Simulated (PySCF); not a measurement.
B(H)3(SMe2), C₂H₉BS, singlet at its CAM-B3LYP/def2-SVP optimised geometry (Å):

```
13

B     -0.3512     0.9195     0.0000
H     -0.8685     0.1310     0.7695
H      0.8685     0.9195     0.0000
H     -0.8685     2.0213     0.0000
C      0.0757    -1.3357    -1.8658
S     -0.8537     0.2044    -1.7567
C      0.0758     1.2301    -2.9105
H      1.1278    -1.1517    -1.6100
H     -0.0187    -1.7648    -2.8718
H     -0.3609    -2.0213    -1.1289
H      1.1280     1.2768    -2.5992
H     -0.3606     2.2355    -2.8618
H     -0.0190     0.8345    -3.9302
```

Level of theory: PySCF with CAM-B3LYP/def2-TZVP.

Map of the electrostatic potential (hartree/e), clipped to [-0.08, 0.12] on the plane z = 0.8 Å:

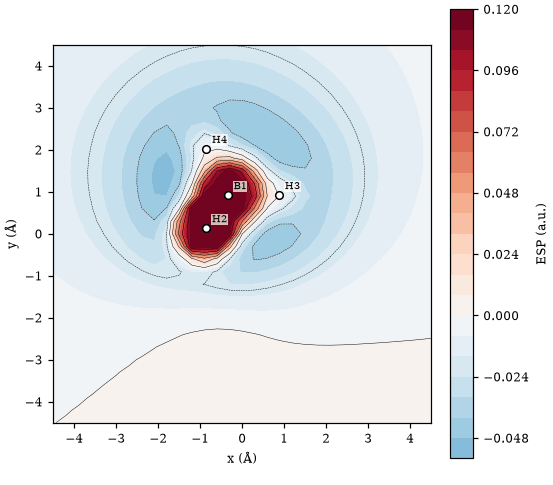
Electrostatic potential (hartree/e), clipped to [-0.08, 0.12] on the plane z = 0.8 Å.
